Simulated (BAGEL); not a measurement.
# One shape, several levels: triplet H3O+

We compute a comparison of 6 runs (UHF/3-21G, ROHF/6-31G*, ROHF/aug-cc-pVTZ, UHF/aug-cc-pVTZ, CASPT2(8,7)/6-31G*, CASPT2(8,7)/aug-cc-pVTZ) of triplet H3O+. 

The results are computed with BAGEL 1.2.2.

2 further runs of the same task are left out: 2 set aside as unsound or not needed.

### 1 The molecule

H3O+ has 4 atoms, charge +1, and is taken as a triplet. SMILES of the parent species: `[OH3+]`. Geometry: relaxed at PBE0-D4/def2-TZVP. That shape belongs to the parent species and isn't relaxed for this state.

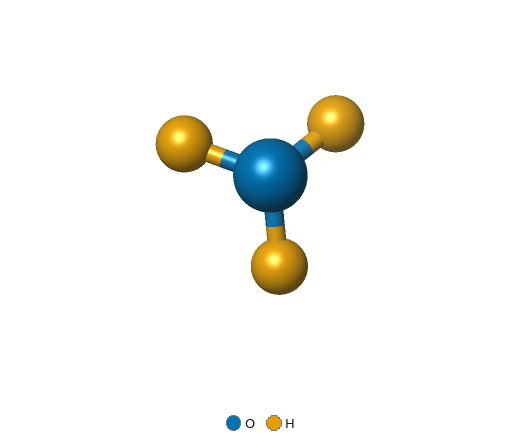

Viewed from a chosen angle; oxygen blue, hydrogen amber.

### 2 A single-point energy at UHF/3-21G (density fitting with cc-pvqz-jkfit) (run 1)

Contents of input.json:

```json
{ "bagel" : [

{
  "title" : "molecule",
  "basis" : "3-21g",
  "df_basis" : "cc-pvqz-jkfit",
  "angstrom" : true,
  "geometry" : [
    { "atom" : "O", "xyz" : [    0.181970,   -0.056700,   -0.052760 ] },
    { "atom" : "H", "xyz" : [    0.219060,    0.918440,    0.015140 ] },
    { "atom" : "H", "xyz" : [   -0.408890,   -0.368290,   -0.767380 ] },
    { "atom" : "H", "xyz" : [    0.007860,   -0.493450,    0.805020 ] }
  ]
},
{ "title" : "uhf", "charge" : 1, "nopen" : 2 },
{ "title" : "print", "file" : "orbitals.molden", "orbitals" : true }

]}
```

Started as:

```sh
BAGEL_NUM_THREADS=1 BAGEL input.json > input.out
```

What it wrote:

```text
* using 1 threads per process

  ===============================================================
  ===============================================================

  *** Geometry ***

  { "atom" : "O", "xyz" : [      0.343873,     -0.107147,     -0.099702 ] },
  { "atom" : "H", "xyz" : [      0.413963,      1.735600,      0.028610 ] },
  { "atom" : "H", "xyz" : [     -0.772690,     -0.695967,     -1.450138 ] },
  { "atom" : "H", "xyz" : [      0.014853,     -0.932485,      1.521267 ] },

  Number of auxiliary basis functions:      259

  Since a DF basis is specified, we compute 2- and 3-index integrals:
    o Being stored without compression. Storage requirement is 0.000 GB

  Number of basis functions:       15
  Number of electrons      :       11

    * METHOD: MOLECULE                             0.03

  *** Open-shell HF ***

  === Nuclear Repulsion ===
    13.9563073607

      * DIIS with orbital gradients will be used.

  === UHF iteration (3-21g) ===
      0        -75.45733688          0.06039782           0.00
      1        -75.48548701          0.02841123           0.00
      2        -75.48800210          0.00935642           0.00
      3        -75.48840411          0.00135750           0.00
      4        -75.48841778          0.00016929           0.00
      5        -75.48841827          0.00000893           0.00
      6        -75.48841828          0.00000543           0.00
      7        -75.48841829          0.00000139           0.00
      8        -75.48841829          0.00000029           0.00
      9        -75.48841829          0.00000008           0.00
     10        -75.48841829          0.00000005           0.00
     11        -75.48841829          0.00000003           0.00
     12        -75.48841829          0.00000002           0.00
     13        -75.48841829          0.00000001           0.00
     14        -75.48841829          0.00000000           0.00
    * SCF iteration converged.

    * S^2 (UHF) is 2.0014

    * Permanent dipole moment:
           (    0.114524,    -0.035604,    -0.033343) a.u.

    * METHOD: UHF                                  0.05

    * METHOD: PRINT                                0.00

  ===============================================================
```

Run time: 0.24 s. Hardware: 1 thread of Arm Neoverse V2, shared host.

### 3 A single-point energy at ROHF/6-31G(d) (density fitting with cc-pvqz-jkfit, spherical functions) (run 2)

Contents of calc.json:

```json
{ "bagel" : [

{
  "title" : "molecule",
  "basis" : "6-31gs.json",
  "df_basis" : "cc-pvqz-jkfit",
  "angstrom" : true,
  "geometry" : [
    { "atom" : "O", "xyz" : [       0.181970,      -0.056700,      -0.052760 ] },
    { "atom" : "H", "xyz" : [       0.219060,       0.918440,       0.015140 ] },
    { "atom" : "H", "xyz" : [      -0.408890,      -0.368290,      -0.767380 ] },
    { "atom" : "H", "xyz" : [       0.007860,      -0.493450,       0.805020 ] }
  ]
},

{ "title" : "rohf", "charge" : 1, "nopen" : 2 },

{ "title" : "print", "file" : "orbitals.molden", "orbitals" : true }

]}
```

The basis set 6-31G* is read from a file made from the Basis Set Exchange's data (not shown).

Started as:

```sh
BAGEL_NUM_THREADS=1 BAGEL calc.json > calc.out
```

What it wrote:

```text
* using 1 threads per process

  ===============================================================
  ===============================================================

  *** Geometry ***

  { "atom" : "O", "xyz" : [      0.343873,     -0.107147,     -0.099702 ] },
  { "atom" : "H", "xyz" : [      0.413963,      1.735600,      0.028610 ] },
  { "atom" : "H", "xyz" : [     -0.772690,     -0.695967,     -1.450138 ] },
  { "atom" : "H", "xyz" : [      0.014853,     -0.932485,      1.521267 ] },

  Number of auxiliary basis functions:      259

  Since a DF basis is specified, we compute 2- and 3-index integrals:
    o Being stored without compression. Storage requirement is 0.001 GB

  Number of basis functions:       20
  Number of electrons      :       11

    * METHOD: MOLECULE                             0.03

  *** Open-shell HF ***

  === Nuclear Repulsion ===
    13.9563073607

      * DIIS with orbital gradients will be used.

  === ROHF iteration (6-31gs.json) ===
      0        -75.86694640          0.04625466           0.00
      1        -75.89145448          0.01551858           0.00
      2        -75.89327081          0.00448951           0.00
      3        -75.89349905          0.00175761           0.00
      4        -75.89353486          0.00022854           0.00
      5        -75.89353672          0.00004691           0.00
      6        -75.89353783          0.00001152           0.00
      7        -75.89353816          0.00000370           0.00
      8        -75.89353820          0.00000025           0.00
      9        -75.89353820          0.00000011           0.00
     10        -75.89353820          0.00000006           0.00
     11        -75.89353820          0.00000004           0.00
     12        -75.89353820          0.00000002           0.00
     13        -75.89353820          0.00000000           0.00
    * SCF iteration converged.

    * S^2 (ROHF) is 2.0000

    * Permanent dipole moment:
           (    0.055723,    -0.017278,    -0.016288) a.u.

    * METHOD: ROHF                                 0.06

    * METHOD: PRINT                                0.00

  ===============================================================
```

Run time: 0.26 s. Hardware: 1 thread of Arm Neoverse V2, shared host.

Runs 3 to 5 aren't shown in full; the table further down has their settings and results.

### 4 A single-point energy at CASPT2(8,7)/aug-cc-pVTZ (density fitting with cc-pvqz-jkfit) (run 6)

Contents of input.json:

```json
{ "bagel": [

{
  "title": "molecule",
  "basis": "aug-cc-pvtz.json",
  "df_basis": "cc-pvqz-jkfit",
  "angstrom": true,
  "geometry": [
    { "atom": "O", "xyz": [       0.181970,      -0.056700,      -0.052760 ] },
    { "atom": "H", "xyz": [       0.219060,       0.918440,       0.015140 ] },
    { "atom": "H", "xyz": [      -0.408890,      -0.368290,      -0.767380 ] },
    { "atom": "H", "xyz": [       0.007860,      -0.493450,       0.805020 ] }
  ]
},

{ "title": "hf", "charge": 1 },

{ "title": "casscf", "nstate": 1, "nact": 7, "nclosed": 1, "charge": 1, "nspin": 2, "maxiter": 200, "natocc": true },

{ "title": "print", "file": "orbitals.molden", "orbitals": true },

{ "title": "smith", "method": "caspt2", "ms": true, "xms": true, "sssr": true, "shift": 0.0, "ncore": 1 }

]}
```

The basis set aug-cc-pVTZ is read from a file made from the Basis Set Exchange's data (not shown).

Started as:

```sh
BAGEL_NUM_THREADS=1 BAGEL input.json > input.out
```

What it wrote:

```text
* using 1 threads per process

  ===============================================================
  ===============================================================

  *** Geometry ***

  { "atom" : "O", "xyz" : [      0.343873,     -0.107147,     -0.099702 ] },
  { "atom" : "H", "xyz" : [      0.413963,      1.735600,      0.028610 ] },
  { "atom" : "H", "xyz" : [     -0.772690,     -0.695967,     -1.450138 ] },
  { "atom" : "H", "xyz" : [      0.014853,     -0.932485,      1.521267 ] },

  Number of auxiliary basis functions:      259

  Since a DF basis is specified, we compute 2- and 3-index integrals:
    o Being stored without compression. Storage requirement is 0.027 GB

  Number of basis functions:      115
  Number of electrons      :       11

    * METHOD: MOLECULE                             0.08

  *** RHF ***

  === Nuclear Repulsion ===
    13.9563073607

      * DIIS with orbital gradients will be used.

[... 6 lines left out ...]
    * SCF iteration converged.
[... 1 line left out ...]
    * Permanent dipole moment:
[... 22 lines left out ...]
    * Second-order optimization converged. *
[... 11 lines left out ...]
     * ci vector, state   0, <S^2> = 2.0000
       222aa..     0.9901522305
       22.aa2.    -0.0655185822
       2.2aa.2    -0.0655126524

    * METHOD: CASSCF                               7.72

    * METHOD: PRINT                                0.02

  === SMITH program ===

    * freezing 1 orbital

    * Approximate memory requirement for SMITH calulation per MPI process:
      o Storage requirement for T-amplitude, lambda, and residual is 0.01 GB
      o Storage requirement for MO integrals is 0.01 GB
    * Calculating and saving rdm4f

    * Zeroth order energy : state  0      -10.1978142914

    * CASPT2 iteration is performed using redundant basis

      ---- iteration ----

        0    -0.18091003     0.00808829      0.14
        1    -0.18302714     0.00106091      0.14
        2    -0.18312577     0.00021277      0.14
        3    -0.18312780     0.00002920      0.14
        4    -0.18312790     0.00000720      0.14
        5    -0.18312791     0.00000104      0.15
        6    -0.18312791     0.00000033      0.15

      -------------------

    * CASPT2 energy : state  0      -76.1920963010
        reference weight              0.9609661597

    * METHOD: SMITH                                1.46

  ===============================================================
```

Wall time 9.9 s (1 thread of Arm Neoverse V2, shared host).

### 5 All runs side by side

| run | level | iteration cap | active rule | energy (Eh) | ⟨S²⟩ | wall time |
| --- | --- | --- | --- | --- | --- | --- |
| 1 | UHF/3-21G (density fitting with cc-pvqz-jkfit) | – | – | -75.488418 | 2.001 | 0.24 s |
| 2 | ROHF/6-31G* (density fitting with cc-pvqz-jkfit, spherical functions) | – | – | -75.893538 | 2.000 | 0.26 s |
| 3 | ROHF/aug-cc-pVTZ (density fitting with cc-pvqz-jkfit) | – | – | -75.958078 | 2.000 | 0.91 s |
| 4 | UHF/aug-cc-pVTZ (density fitting with cc-pvqz-jkfit) | – | – | -75.963232 | 2.004 | 0.91 s |
| 5 | CASPT2(8,7)/6-31G* (density fitting with cc-pvqz-jkfit, spherical functions) | 200 | valence | -76.059113 | – | 1.2 s |
| 6 | CASPT2(8,7)/aug-cc-pVTZ (density fitting with cc-pvqz-jkfit) | 200 | valence | -76.192096 | – | 9.9 s |

### 6 What came out

| quantity | value |
| --- | --- |
| run 6: total energy | -76.19210 Eh |

All runs together took 13 s, the longest 9.9 s.
